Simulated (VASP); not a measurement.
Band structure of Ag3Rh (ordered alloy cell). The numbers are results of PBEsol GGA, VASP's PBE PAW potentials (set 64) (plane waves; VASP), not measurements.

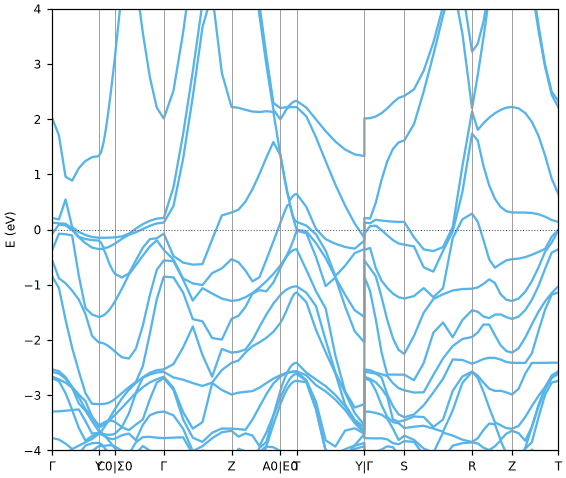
*Bands along high-symmetry lines, zero at the valence-band maximum or, without a gap, the Fermi level*

Q: Read the plot: is there a gap, and where are the band edges?

A: It has no gap at this level: it comes out as a metal or semimetal. (Edges off the drawn lines would not show.)

The structure was generated: Ag3Rh was put into an ordered model structure (Cmmm), which need not be its known phase. It was relaxed first.
